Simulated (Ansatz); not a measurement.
# CH5AlBN: short molecular-dynamics run from a Python script

How does CH5AlBN move over a short run? Aim: a short molecular-dynamics run, for CH5AlBN, run from a script.

Program: the Python package of Ansatz 0.2.0. Level of theory: Hartree-Fock/6-31G*. These are calculated values, not measurements.

### 1 The system

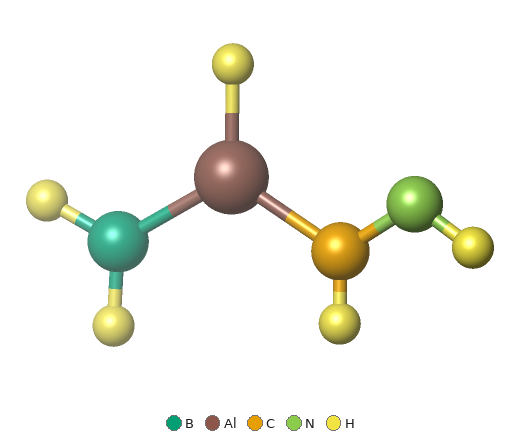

The structure that the script starts from, seen from a chosen angle (boron teal, aluminium brown, carbon amber, nitrogen green, hydrogen yellow).

The script holds or builds the structure itself.

### 2 Script

run_md.py reads:

```python
"""Molecular dynamics of one CH5AlBN molecule."""

import ansatz
import numpy as np

BASIS = "6-31G*"
FUNCTIONAL = "HF"
N_STEPS = 40
TEMPERATURE_K = 500

GEOMETRY = """
B    -1.09980    1.22480   -1.37960
Al    0.41780    0.13640   -0.67240
C     0.24820   -0.71820    1.07730
N     1.32930   -1.41100    1.53510
H    -2.12530    1.39120   -0.76120
H    -1.06710    1.80290   -2.45130
H     1.77410   -0.03530   -1.54000
H    -0.58500   -0.57800    1.67200
H     1.19640   -1.85930    2.50310
"""

geometry = ansatz.Crystal.molecule()
for line in GEOMETRY.strip().splitlines():
    symbol, *xyz = line.split()
    geometry = geometry.atom(symbol, [float(v) for v in xyz])

calculation = (
    geometry.calculation()
    .basis(gaussian=BASIS)
    .functional(FUNCTIONAL)
    .md("nve", timestep=1.0, steps=N_STEPS, temperature=TEMPERATURE_K, initial_velocities="maxwell_boltzmann", seed=57)
)
frames = []
calculation.session().plan().execute(on_event=lambda e: frames.append(e["data"]) if e["event"] == "md_step" else None)
print("t (fs)   E_pot (eV)      E_kin (eV)   T (K)   d(0-1) (A)")
for f in frames[::3]:
    xyz = np.array(f["positions_ang"])
    print(f"{f['time_fs']:6.2f} {f['lagrangian_ev']:14.5f} {f['e_kin_ev']:10.5f} {f['temperature_k']:8.1f} {np.linalg.norm(xyz[0] - xyz[1]):9.4f}")
kept = np.array([f["conserved_ev"] for f in frames])
print(f"conserved energy moves by at most {1000 * np.ptp(kept):.3f} meV")
```

### 3 What the engine is handed

The package turns the script's settings into the engine's input:

```yaml
crystal:
  periodic: [false, false, false]
  atoms:
    - { symbol: B, position_ang: [-1.0998, 1.2248, -1.3796] }
    - { symbol: Al, position_ang: [0.4178, 0.1364, -0.6724] }
    - { symbol: C, position_ang: [0.2482, -0.7182, 1.0773] }
    - { symbol: "N", position_ang: [1.3293, -1.411, 1.5351] }
    - { symbol: H, position_ang: [-2.1253, 1.3912, -0.7612] }
    - { symbol: H, position_ang: [-1.0671, 1.8029, -2.4513] }
    - { symbol: H, position_ang: [1.7741, -0.0353, -1.54] }
    - { symbol: H, position_ang: [-0.585, -0.578, 1.672] }
    - { symbol: H, position_ang: [1.1964, -1.8593, 2.5031] }
basis:
  gaussian:
    orbitals: "6-31G*"
hamiltonian:
  xc: hf
md:
  timestep: 1.0
  n_steps: 40
  ensemble: nve
  temperature: 500.0
  initial_velocities: maxwell_boltzmann
  seed: 57
```

### 4 Launch

Command:

```console
> python run_md.py
```

**Question.** What results will this script give? Wanted: total energy; dipole moment; mean temperature, second half; farthest move; largest change of the conserved energy.

**Answer**, as computed:

| quantity | value |
| --- | --- |
| total energy | -9842.6713 eV |
| dipole moment | 2.01 D |
| length of the run | 40 steps, 40 fs |
| mean temperature, second half | 579 K |
| farthest move | 0.86 Å |
| largest change of the conserved energy | 2.34 meV/atom |

In words: The temperature swings between 323 and 910 K, with a mean of 579 K in the second half; 9 atoms fluctuate widely. The conserved energy stays within 2.34 meV/atom, which is much: the time step is long for this motion. 40 fs show the first vibrations only, not equilibrium. The trajectory is only some femtoseconds long, and gives no averages; where the script doesn't relax first, it starts from a rough generated geometry. The temperature counts the internal degrees of freedom alone. With hydrogen a step over 0.5 fs is long.
